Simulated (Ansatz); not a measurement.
**Geometry relaxation of CH₅BMg (part 1 of 2)**

The run: geometry relaxation of CH₅BMg, SMILES C[BH][MgH]. Method and program: RKS PBE0-D4/def2-SVPD (Ansatz 0.2.0).

It belongs to a series of runs on one base structure; here: end point A relaxed.

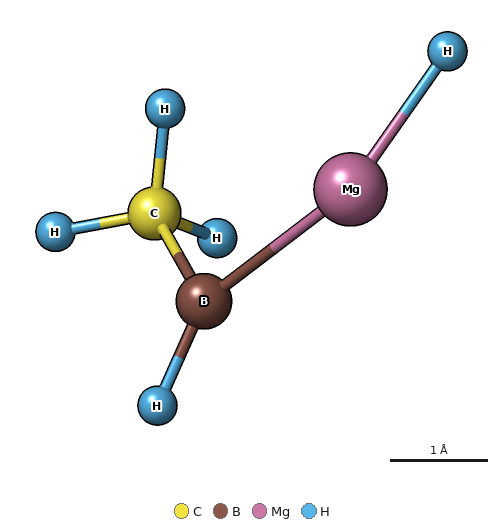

**Figure 1.** The structure as given in the input (ball-and-stick view, seen at a tilt). Sticks mark near contacts. Bond lengths as drawn: B–C 1.58 Å, B–H 1.18 Å, B–Mg 2.11 Å, C–H 1.09 to 1.10 Å and H–Mg 1.74 Å.

Results in brief

```csv
quantity,value
outcome,converged
total energy,−7229.1083 eV
mean-field energy,−7229.0211 eV
largest force (length of the vector) at the end,0.007 eV/Å
hardware,"2 threads of Intel Xeon @ 2.90GHz (Ice Lake), 16 GiB of memory available, shared host"
wall time,20 s (CPU time 35 s)
peak memory,0.19 GiB
```

Input file
```yaml
crystal:
  periodic: [false, false, false]
  atoms:
    - { symbol: C, position_ang: [-0.2432, 0.68836, -0.61874] }
    - { symbol: B, position_ang: [0.49927, 0.45456, 0.75386] }
    - { symbol: Mg, position_ang: [0.50228, -1.64184, 0.97273] }
    - { symbol: H, position_ang: [-1.30912, 0.75199, -0.35548] }
    - { symbol: H, position_ang: [-0.00457, 1.62356, -1.13249] }
    - { symbol: H, position_ang: [-0.15716, -0.13143, -1.34816] }
    - { symbol: H, position_ang: [0.72618, 1.46155, 1.32682] }
    - { symbol: H, position_ang: [-0.01367, -3.20674, 0.40145] }
basis:
  gaussian: { orbitals: def2-SVPD }
hamiltonian:
  xc: pbe0
  dispersion: d4
relax:
  f_tol: 0.015
  max_steps: 40
output:
  orbitals: {}
```

Launch command:
```bash
ansatz run input.yaml --threads 2 --pin off --max-ram 3072MiB --backend cpu --events-out ev --progress --plain --runs-dir out
```

Output
```
The last accepted step is kept in [file] (removed where the run ends without a failure and the disk answers)
Engine: ansatz 0.2.0, x86_64-unknown-linux-gnu
Functional definition: PBE0
  parameter a = 0.25
  parameter kappa = 0.804
  parameter beta = 0.06672455060314922
  exchange = (1 - a)*pbe_x(kappa = kappa, mu = beta*pi^2/3) + a*exact_x
  correlation = pbe_c(beta = beta)
856 factors; their error is unknown
mean field evaluation 1: about -7223.6318 eV, gradient 4.2e1 eV
mean field evaluation 2: about -7221.5448 eV, gradient 4.9e1 eV
mean field evaluation 4: about -7228.5991 eV, gradient 7.7e-1 eV
mean field evaluation 8: about -7228.6470 eV, gradient 1.2e-1 eV
mean field -7228.64701361 eV, -265.6478779972 hartree, gradient 3.7e-5 eV, S^2 0.000000; 0 other end points of the search recorded, 0 dependent functions left out
the calculation of the forces begins
reference -7228.64705804 eV, -265.6478796300 hartree; 14, 14 occupied and 87, 87 virtual orbitals, 856 factors
relax step   1: F+E_penalty+E_count = -7228.74105777 eV  Δ(F+E_penalty+E_count) = +0.000e0 eV  max|allowed force component| = 1.663e0 eV/Å  Δτ_max = 0.0000 Å  (25 SCF iters, accepted)
these checks for a lower state are left out or cut short: starts, cluster_reference, orbital_swaps, neighbouring_geometries, increment
856 factors; their error is unknown
mean field evaluation 16: about -7228.7102 eV, gradient 1.4e1 eV
mean field -7228.83106797 eV, -265.6546418701 hartree, gradient 1.7e-5 eV, S^2 0.000000; 0 other end points of the search recorded, 0 dependent functions left out
the calculation of the forces begins
reference -7228.83111262 eV, -265.6546435110 hartree; 14, 14 occupied and 87, 87 virtual orbitals, 856 factors
relax step   2: F+E_penalty+E_count = -7228.92319818 eV  Δ(F+E_penalty+E_count) = -1.821e-1 eV  max|allowed force component| = 4.662e-1 eV/Å  Δτ_max = 0.1940 Å  (29 SCF iters, accepted)
these checks for a lower state are left out or cut short: starts, cluster_reference, orbital_swaps, neighbouring_geometries, increment
856 factors; their error is unknown
mean field -7228.90373445 eV, -265.6573123143 hartree, gradient 1.1e-5 eV, S^2 0.000000; 0 other end points of the search recorded, 0 dependent functions left out
the calculation of the forces begins
reference -7228.90377901 eV, -265.6573139516 hartree; 14, 14 occupied and 87, 87 virtual orbitals, 856 factors
relax step   3: F+E_penalty+E_count = -7228.99427025 eV  Δ(F+E_penalty+E_count) = -7.107e-2 eV  max|allowed force component| = 1.908e-1 eV/Å  Δτ_max = 0.1951 Å  (28 SCF iters, accepted)
these checks for a lower state are left out or cut short: starts, cluster_reference, orbital_swaps, neighbouring_geometries, increment
856 factors; their error is unknown
mean field evaluation 32: about -7228.9486 eV, gradient 2.6e-1 eV
mean field -7228.94959064 eV, -265.6589974978 hartree, gradient 1.7e-5 eV, S^2 0.000000; 0 other end points of the search recorded, 0 dependent functions left out
the calculation of the forces begins
reference -7228.94963530 eV, -265.6589991393 hartree; 14, 14 occupied and 87, 87 virtual orbitals, 856 factors
relax step   4: F+E_penalty+E_count = -7229.03903291 eV  Δ(F+E_penalty+E_count) = -4.476e-2 eV  max|allowed force component| = 1.767e-1 eV/Å  Δτ_max = 0.1952 Å  (28 SCF iters, accepted)
these checks for a lower state are left out or cut short: starts, cluster_reference, orbital_swaps, neighbouring_geometries, increment
856 factors; their error is unknown
mean field -7228.98381283 eV, -265.6602551403 hartree, gradient 1.3e-5 eV, S^2 0.000000; 0 other end points of the search recorded, 0 dependent functions left out
the calculation of the forces begins
reference -7228.98385760 eV, -265.6602567856 hartree; 14, 14 occupied and 87, 87 virtual orbitals, 856 factors
relax step   5: F+E_penalty+E_count = -7229.07240242 eV  Δ(F+E_penalty+E_count) = -3.337e-2 eV  max|allowed force component| = 1.951e-1 eV/Å  Δτ_max = 0.1968 Å  (31 SCF iters, accepted)
these checks for a lower state are left out or cut short: starts, cluster_reference, orbital_swaps, neighbouring_geometries, increment
856 factors; their error is unknown
mean field -7228.98885840 eV, -265.6604405614 hartree, gradient 1.1e-5 eV, S^2 0.000000; 0 other end points of the search recorded, 0 dependent functions left out
the calculation of the forces begins
reference -7228.98890291 eV, -265.6604421973 hartree; 14, 14 occupied and 87, 87 virtual orbitals, 856 factors
relax step   6: F+E_penalty+E_count = -7229.07673020 eV  Δ(F+E_penalty+E_count) = -4.328e-3 eV  max|allowed force component| = 5.864e-1 eV/Å  Δτ_max = 0.1999 Å  (32 SCF iters, accepted)
these checks for a lower state are left out or cut short: starts, cluster_reference, orbital_swaps, neighbouring_geometries, increment
856 factors; their error is unknown
mean field -7229.01753913 eV, -265.6614945589 hartree, gradient 1.8e-5 eV, S^2 0.000000; 0 other end points of the search recorded, 0 dependent functions left out
the calculation of the forces begins
reference -7229.01758381 eV, -265.6614962009 hartree; 14, 14 occupied and 87, 87 virtual orbitals, 856 factors
relax step   7: F+E_penalty+E_count = -7229.10474665 eV  Δ(F+E_penalty+E_count) = -2.802e-2 eV  max|allowed force component| = 1.143e-1 eV/Å  Δτ_max = 0.1195 Å  (28 SCF iters, accepted)
these checks for a lower state are left out or cut short: starts, cluster_reference, orbital_swaps, neighbouring_geometries, increment
856 factors; their error is unknown
mean field evaluation 64: about -7229.0203 eV, gradient 4.7e-4 eV
mean field -7229.02029960 eV, -265.6615960043 hartree, gradient 1.1e-5 eV, S^2 0.000000; 0 other end points of the search recorded, 0 dependent functions left out
the calculation of the forces begins
reference -7229.02034419 eV, -265.6615976429 hartree; 14, 14 occupied and 87, 87 virtual orbitals, 856 factors
relax step   8: F+E_penalty+E_count = -7229.10761542 eV  Δ(F+E_penalty+E_count) = -2.869e-3 eV  max|allowed force component| = 6.035e-2 eV/Å  Δτ_max = 0.0196 Å  (29 SCF iters, accepted)
these checks for a lower state are left out or cut short: starts, cluster_reference, orbital_swaps, neighbouring_geometries, increment
856 factors; their error is unknown
mean field -7229.02087204 eV, -265.6616170413 hartree, gradient 1.1e-5 eV, S^2 0.000000; 0 other end points of the search recorded, 0 dependent functions left out
the calculation of the forces begins
reference -7229.02091662 eV, -265.6616186796 hartree; 14, 14 occupied and 87, 87 virtual orbitals, 856 factors
relax step   9: F+E_penalty+E_count = -7229.10810194 eV  Δ(F+E_penalty+E_count) = -4.865e-4 eV  max|allowed force component| = 1.832e-2 eV/Å  Δτ_max = 0.0259 Å  (28 SCF iters, accepted)
these checks for a lower state are left out or cut short: starts, cluster_reference, orbital_swaps, neighbouring_geometries, increment
856 factors; their error is unknown
mean field -7229.02081094 eV, -265.6616147956 hartree, gradient 1.0e-5 eV, S^2 0.000000; 0 other end points of the search recorded, 0 dependent functions left out
the calculation of the forces begins
reference -7229.02085550 eV, -265.6616164335 hartree; 14, 14 occupied and 87, 87 virtual orbitals, 856 factors
relax step  10: F+E_penalty+E_count = -7229.10802201 eV  Δ(F+E_penalty+E_count) = +7.993e-5 eV  max|allowed force component| = 3.982e-2 eV/Å  Δτ_max = 0.0131 Å  (29 SCF iters, rejected (line search))
these checks for a lower state are left out or cut short: starts, cluster_reference, orbital_swaps, neighbouring_geometries, increment
856 factors; their error is unknown
mean field -7229.02097255 eV, -265.6616207348 hartree, gradient 1.0e-5 eV, S^2 0.000000; 0 other end points of the search recorded, 0 dependent functions left out
the calculation of the forces begins
reference -7229.02101713 eV, -265.6616223732 hartree; 14, 14 occupied and 87, 87 virtual orbitals, 856 factors
relax step  11: F+E_penalty+E_count = -7229.10819582 eV  Δ(F+E_penalty+E_count) = -9.388e-5 eV  max|allowed force component| = 9.776e-3 eV/Å  Δτ_max = 0.0064 Å  (29 SCF iters, accepted)
these checks for a lower state are left out or cut short: starts, cluster_reference, orbital_swaps, neighbouring_geometries, increment
856 factors; their error is unknown
mean field -7229.02109904 eV, -265.6616253831 hartree, gradient 1.0e-5 eV, S^2 0.000000; 0 other end points of the search recorded, 0 dependent functions left out
the calculation of the forces begins
reference -7229.02114364 eV, -265.6616270223 hartree; 14, 14 occupied and 87, 87 virtual orbitals, 856 factors
relax step  12: F+E_penalty+E_count = -7229.10828668 eV  Δ(F+E_penalty+E_count) = -9.086e-5 eV  max|allowed force component| = 6.504e-3 eV/Å  Δτ_max = 0.0169 Å  (29 SCF iters, accepted)
856 factors; their error is unknown
mean field evaluation 96: about -7229.0211 eV, gradient 1.1e-5 eV
```

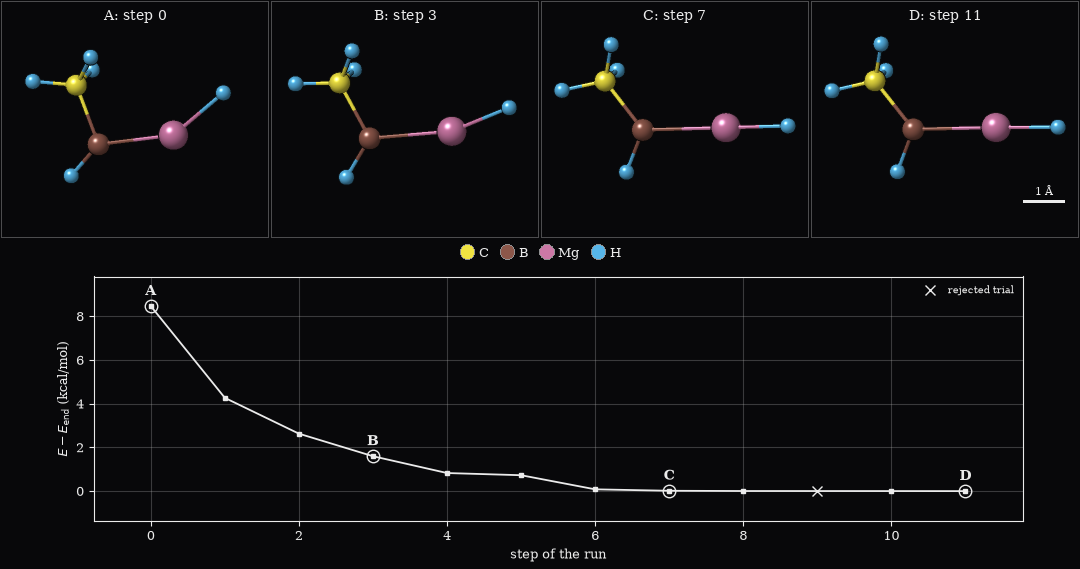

**Figure 2.** Frames of the relaxation (ball-and-stick view, seen at a tilt) above the curves, on which the letters mark them (the first geometry is step 0 here and step 1 in the log).

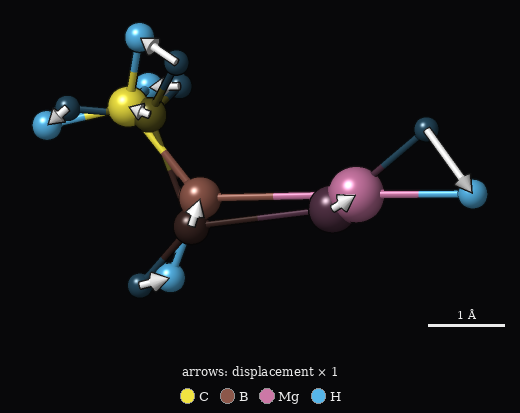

**Figure 3.** Start (faint) and end (solid) with the displacements as white arrows, at true length (ball-and-stick view, seen at a tilt). The two geometries are laid on each other by the best rigid fit. H8 moves most after the best rigid fit: 1.09 Å. Largest moves by element: H 1.09 Å, B 0.40 Å, Mg 0.39 Å, C 0.32 Å. Among the contacts that change: B2–Mg3 2.108 → 2.302 Å, B2–H7 1.181 → 1.220 Å, Mg3–H8 1.744 → 1.719 Å, C1–B2 1.578 → 1.563 Å. Among the angles that change: B2–Mg3–H8 149.1° → 179.1°, Mg3–B2–H7 142.9° → 118.5°, C1–B2–Mg3 103.8° → 127.3°. Over 11 geometry steps the energy falls by 8.47 kcal/mol. Largest force component: 1.7 eV/Å at the start, 0.0065 eV/Å at the end. The line search rejected the trial step at point 9 (counted from 0) and went back. (Atoms are counted from 1 in the order of the input.)
